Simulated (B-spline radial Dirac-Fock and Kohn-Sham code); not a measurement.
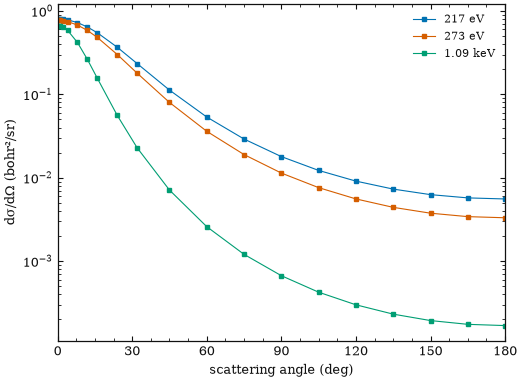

Differential cross section for elastic electron scattering against angle at 217 eV, 273 eV and 1.09 keV, computed at the marked angles. It refers to the helium atom. Computed with a B-spline radial atomic code: Dirac partial waves in the static Dirac–Fock field with Furness–McCarthy exchange, no polarisation or absorption.

Summarise the result.

At 217 eV the cross section is 0.804 bohr²/sr at 0°, 0.018 at 90° and 0.0056 at 180°, without a marked minimum on this grid; the integral is 0.820 bohr². At 273 eV the cross section is 0.771 bohr²/sr at 0°, 0.011 at 90° and 0.0033 at 180°, without a marked minimum on this grid; the integral is 0.636 bohr². At 1.09 keV the cross section is 0.666 bohr²/sr at 0°, 6.7 × 10⁻⁴ at 90° and 1.7 × 10⁻⁴ at 180°, without a marked minimum on this grid; the integral is 0.145 bohr².
